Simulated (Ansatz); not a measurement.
**CH$_{4}$BFOZn (SMILES CB[O][Zn][F]): density, localisation and related maps**

Input

```
crystal:
  periodic: [false, false, false]
  atoms:
    - { symbol: C, position_ang: [-0.3712, -1.0557, 0.0548] }
    - { symbol: B, position_ang: [0.722, -0.1378, 0.7041] }
    - { symbol: O, position_ang: [1.7737, 0.4056, -0.1295] }
    - { symbol: Zn, position_ang: [0.3382, 2.3844, -0.3806] }
    - { symbol: F, position_ang: [-1.08, 1.8713, -1.8383] }
    - { symbol: H, position_ang: [-1.4013, -0.505, 0.2079] }
    - { symbol: H, position_ang: [-0.2117, -1.1071, -1.0435] }
    - { symbol: H, position_ang: [-0.3894, -2.0015, 0.4999] }
    - { symbol: H, position_ang: [0.7082, 0.0995, 1.908] }
basis:
  gaussian: { orbitals: def2-SVP }
hamiltonian:
  xc: pbe0
  dispersion: d4
relax:
  f_tol: 0.015
  max_steps: 40
output:
  orbitals: {}
```

Launched as:

```sh
ansatz run input.yaml --threads 2 --pin off --max-ram 3072MiB --backend cpu --events-out ev --progress --plain --runs-dir out
```

The fields are those of the run's last geometry, not of the input's.

Theory: RKS PBE0-D4/def2-SVP (Ansatz 0.2.0).

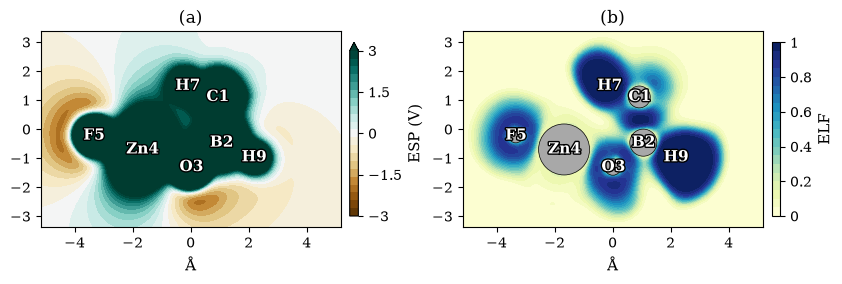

Figure 1. (a) electrostatic potential; (b) electron localisation function on the plane of atoms C1, B2 and O3. Grey discs cover the atomic cores in the ELF map.

### Interpret the plot.

- The plane passes through C, B, O, Zn, F and H nuclei.
- B–O (1.34 Å): the ELF peaks at about 0.90 between the atoms; a short, strongly polar bond.
- C–B (1.58 Å): the ELF peaks at about 1 between the atoms (localised, covalent bonding).
- Zn–F (1.73 Å): the ELF peaks at about 0.80 in the valence shell of F, 0.5 Å from its nucleus, and is about 0.15 at the midpoint.
- Zn–O (1.79 Å): the ELF peaks at about 0.85 in the valence shell of O, 0.6 Å from its nucleus, and is about 0.15 at the midpoint.
- C–H (1.11 Å): the ELF climbs to about 1 towards the hydrogen, as it does in any bond to H: an ordinary covalent bond to hydrogen.
- The ELF also peaks beside O3 and F5, away from the bonds: lone-pair regions.
- Outside the dense part of the molecule the potential is most negative (−1.9 V) near F5.

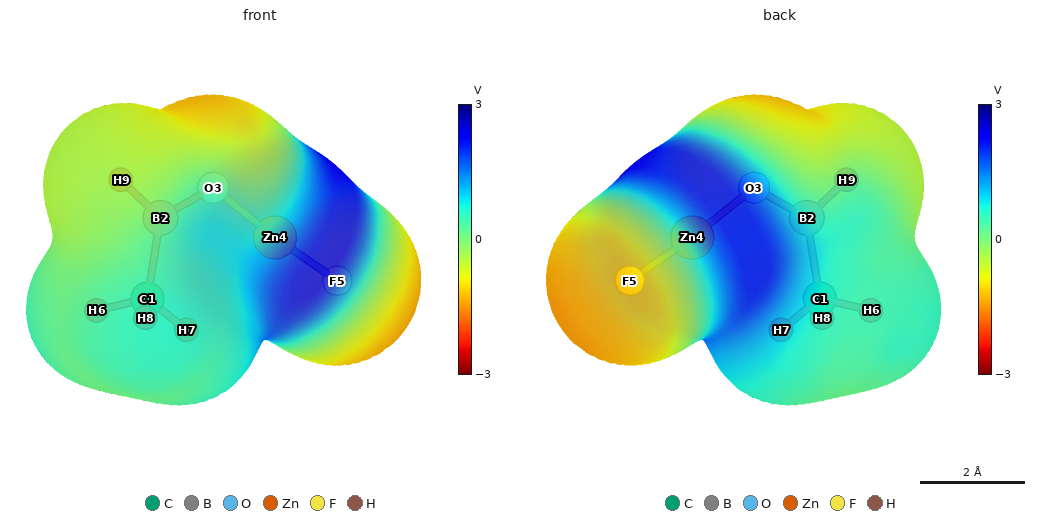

Figure 2. The electrostatic potential painted on the density surface at 0.001 e/bohr³, seen from the front and from behind; the colour scale runs from red (negative) to blue (positive).

### Describe the electrostatic potential map.

The most negative region (about −1.5 V, or −35 kcal/mol for a unit charge) lies over F5, the most positive (about +2.4 V, or +55 kcal/mol for a unit charge) over Zn4.

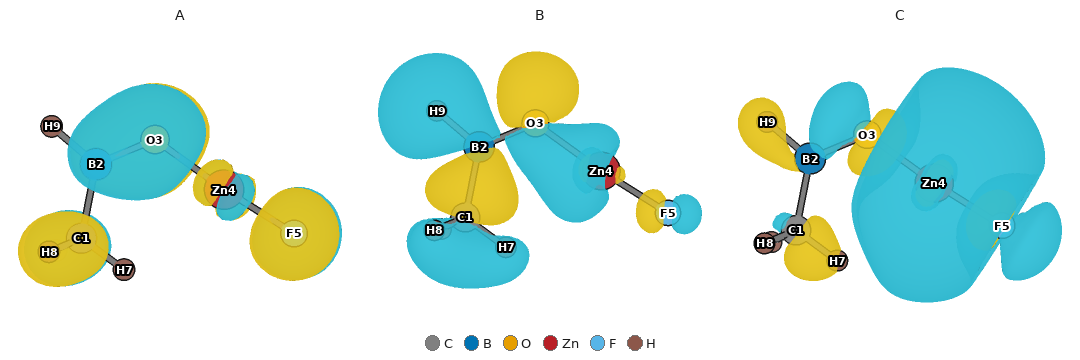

Figure 3. Three frontier orbitals at ±0.06 Å⁻³ᐟ² (yellow and cyan are the two phases), in no order.

### Which picture is the HOMO−1, the HOMO and the LUMO?

A is the HOMO−1 (−9.62 eV). It lies mainly on O3 (about 45 %), F5 (about 25 %), B2 (about 10 %) and Zn4 (about 10 %); largely a combination of lone pairs on O3 and F5. B is the HOMO (−7.79 eV). It lies mainly on O3 (about 30 %), B2 (about 20 %), C1 (about 20 %), H9 (about 20 %) and Zn4 (about 5 %). C is the LUMO (−1.31 eV). By Hirshfeld shares it lies mainly on Zn4 (about 65 %), F5 (about 15 %) and O3 (about 10 %).

### What is the HOMO–LUMO gap?

6.48 eV between the orbital energies.
